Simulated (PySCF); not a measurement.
**C2H8O3SSi (SMILES C[SiH2]CS(=O)(=O)O): density, localisation and related maps**

Input

```
{"job": {"kind": "uv", "xc": "wB97X-D", "basis": "def2-SVPD", "nstates": 8, "ntriplets": 3}, "charge": 0, "multiplicity": 1}
C      1.986500     0.639035    -0.634087
Si     1.209969    -0.653258     0.508415
C     -0.562787    -1.008509    -0.083825
S     -1.422250     0.498756     0.192676
O     -1.041285     1.493625    -0.762612
O     -1.389799     0.873988     1.573941
O     -2.942005     0.022117    -0.136808
H      1.276953     1.444351    -0.811026
H      2.249511     0.211318    -1.599479
H      2.891166     1.066200    -0.210754
H      1.885849    -1.960086     0.394412
H      1.168663    -0.260172     1.916505
H     -1.079235    -1.755231     0.501363
H     -0.660495    -1.220441    -1.138857
H     -3.575167     0.616294     0.268223
```

Launched as:

```sh
OMP_NUM_THREADS=1 python probes_run.py task.json out
```

Geometry: GFN2-xTB.

The calculation used PySCF 2.14.0, wB97X-D/def2-SVPD, SCF density, gas phase.

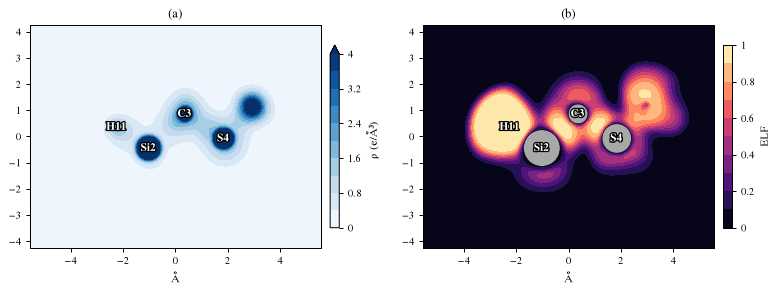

Figure 1. (a) electron density; (b) electron localisation function on the plane of atoms C3, Si2 and H11. Grey discs cover the atomic cores in the ELF map.

**Read the bonding off the picture.**

The plane passes through Si, C, S and H nuclei.
C–S (1.76 Å): the density is about 1.5 e/Å³ at the midpoint; the ELF peaks at about 0.95 between the atoms; a shared electron pair.
C–Si (1.90 Å): ρ is about 0.9 e/Å³ halfway; the ELF peaks at about 0.95 between the atoms, as expected for a covalent bond.
Si–H (1.48 Å): ρ at the midpoint is about 0.78 e/Å³; the ELF climbs to about 1 towards the hydrogen, as it does in any bond to H.
The ELF also peaks beside O7, away from the bonds: lone-pair regions.

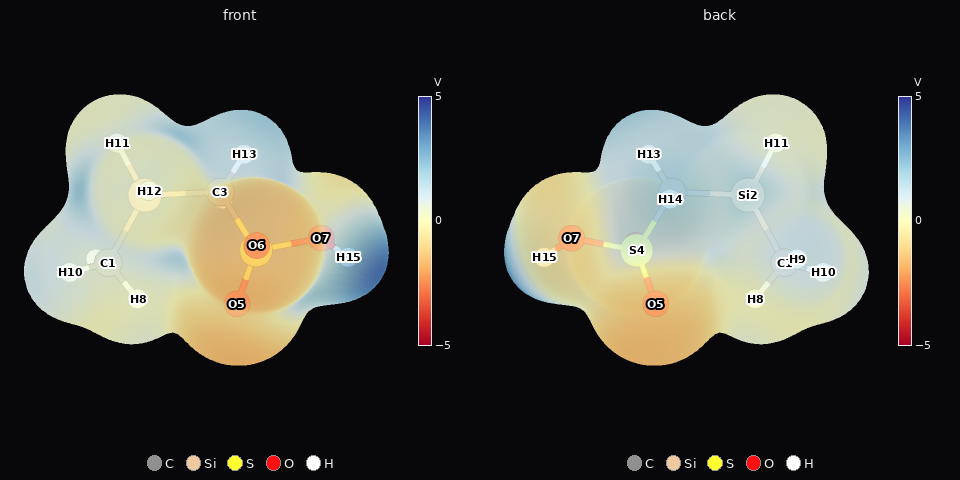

Figure 2. The molecular electrostatic potential painted on the density surface at 0.004 e/bohr³, seen from the front and from behind; red is negative and blue positive.

**Which sites attract a positive test charge, and which a negative one?**

A positive charge is drawn to the negative regions and a negative charge to the positive ones. The most negative region (about −1.6 V, or −37 kcal/mol for a unit charge) lies over O5 and O6, the most positive (about +3.9 V, or +90 kcal/mol for a unit charge) over H15.

**How polar is the molecule by this calculation?**

Its dipole moment is 2.51 D.
